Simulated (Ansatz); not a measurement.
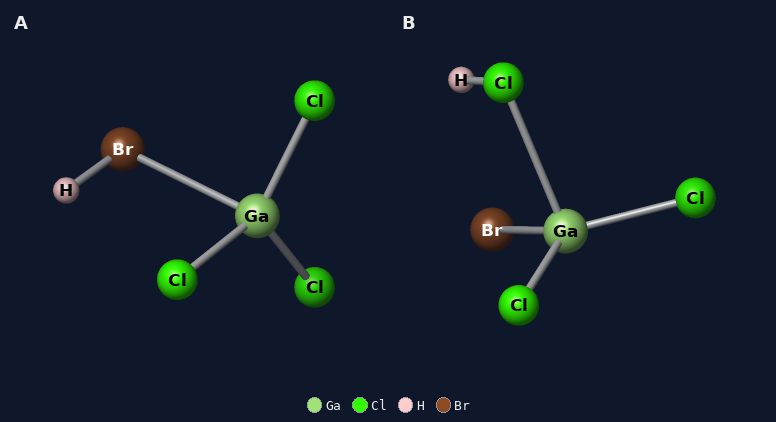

2 stationary structures of one formula. Geometries: PBE0-D4/def2-TZVP. Electronic energies: ωB97M-V/def2-SVP (Ansatz 0.2.0), without zero-point energy.

**Rank them by energy, lowest first.**

B is lowest (Cs, a minimum); A lies 2.6 kcal/mol above it (Cs, a minimum).
